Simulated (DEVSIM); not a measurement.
Structure: Ni/Si3N4/p-Ge capacitor, at 400 K.

| layer (left to right) | material | thickness (nm) | Na (cm⁻³) |
|---|---|---|---|
| 1 | Si3N4 | 27.0 | - |
| 2 | Ge | 1600 | 1.4e16 |

Metal gate on the left, work function 5.1 eV. Fixed charge at the semiconductor interface 3.5e10 cm⁻² (in units of +e); no interface traps.

Constants are typed, rounded textbook-type inputs, not results; the design itself was drawn at random and stands for no fabricated device. Values at 300 K; Nc and Nv go as T^1.5, mobilities as T to minus their exponent, the gap by Varshni's rule with the affinity fixed.

| parameter | Si3N4 | Ge |
|---|---|---|
| gap (eV) | 5.1 | 0.664 |
| affinity (eV) | 2.1 | 4 |
| permittivity | 7.5 | 16 |
| Nc (cm⁻³) | - | 1.04e19 |
| Nv (cm⁻³) | - | 6e18 |
| Varshni α (eV/K) | - | 0.000477 |
| Varshni β (K) | - | 235 |

Model (solved in DEVSIM): 1D Poisson equation in equilibrium, Boltzmann statistics, complete ionisation; no quantum confinement or tunnelling. Metal contacts follow the ideal Schottky-Mott rule: no Fermi-level pinning, no interface dipoles.

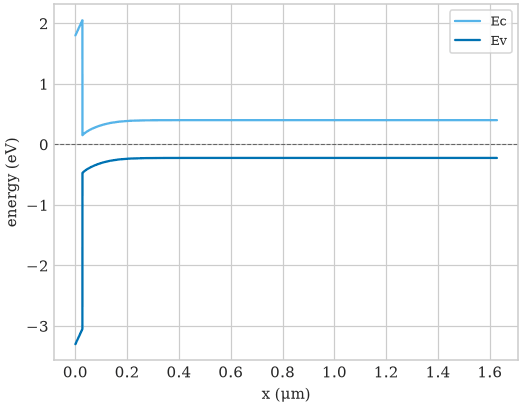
Figure. Band edges at 1.2 V on the gate

Energies count from the Fermi level of the right contact; mesh points crowd at the junctions.

```csv
x (μm),Ec (eV),Ev (eV),n (cm⁻³),p (cm⁻³),field (V/cm)
0.000,1.800,-3.300,< 1e2,< 1e2,93000
0.001402,1.813,-3.287,< 1e2,< 1e2,93000
0.004347,1.840,-3.260,< 1e2,< 1e2,93000
0.01018,1.895,-3.205,< 1e2,< 1e2,93000
0.02102,1.995,-3.105,< 1e2,< 1e2,93000
0.02482,2.030,-3.070,< 1e2,< 1e2,93000
0.02663,2.047,-3.053,< 1e2,< 1e2,93000
0.02837,0.157,-0.467,1.7e17,1.2e13,44000
0.03135,0.169,-0.455,1.2e17,1.7e13,39000
0.03826,0.194,-0.430,5.8e16,3.5e13,32000
0.05383,0.236,-0.389,1.7e16,1.2e14,23000
0.1085,0.328,-0.296,1.2e15,1.7e15,12000
0.2122,0.390,-0.234,1.9e14,1.0e16,2100
0.4458,0.401,-0.223,1.4e14,1.4e16,15
1.076,0.401,-0.223,1.4e14,1.4e16,≈ 0
1.383,0.401,-0.223,1.4e14,1.4e16,≈ 0
1.519,0.401,-0.223,1.4e14,1.4e16,≈ 0
1.580,0.401,-0.223,1.4e14,1.4e16,≈ 0
1.612,0.401,-0.223,1.4e14,1.4e16,≈ 0
1.621,0.401,-0.223,1.4e14,1.4e16,≈ 0
1.625,0.401,-0.223,1.4e14,1.4e16,≈ 0
1.627,0.401,-0.223,1.4e14,1.4e16,≈ 0
```
